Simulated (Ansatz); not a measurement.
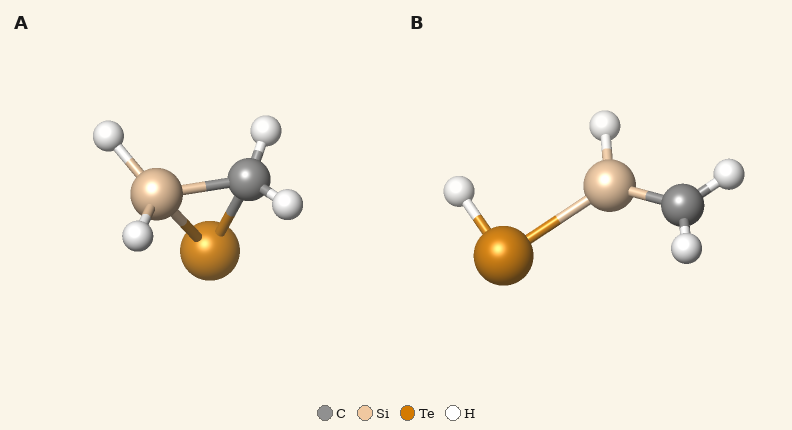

2 stationary structures of one formula. Geometries: PBE0-D4/def2-TZVP. Electronic energies: RHF-CCSD(T) (frozen core)/def2-TZVPP (Ansatz 0.2.0), without zero-point energy. No frequency run is at hand to confirm each as a minimum. Each is one conformer, not always the lowest.

Which structure is the most stable?

A is lowest (Cs); B lies 84.2 kJ/mol above it (C1).

Give E(B) − E(A) in kJ/mol at these levels too: PBE-D4/def2-TZVPP; PBE0-D4/def2-TZVPP; ωB97M-V/def2-TZVPP; RHF-CCSD(T) (frozen core)/def2-TZVPP; B3LYP-D4/def2-TZVPP; PBE0-D4/def2-TZVP; r2SCAN-D4/def2-TZVPP.

```csv
level,E(B) − E(A) (kJ/mol)
PBE-D4/def2-TZVPP,+79.0
PBE0-D4/def2-TZVPP,+87.8
ωB97M-V/def2-TZVPP,+85.3
RHF-CCSD(T) (frozen core)/def2-TZVPP,+84.2
B3LYP-D4/def2-TZVPP,+74.8
PBE0-D4/def2-TZVP,+88.6
r2SCAN-D4/def2-TZVPP,+83.2
```
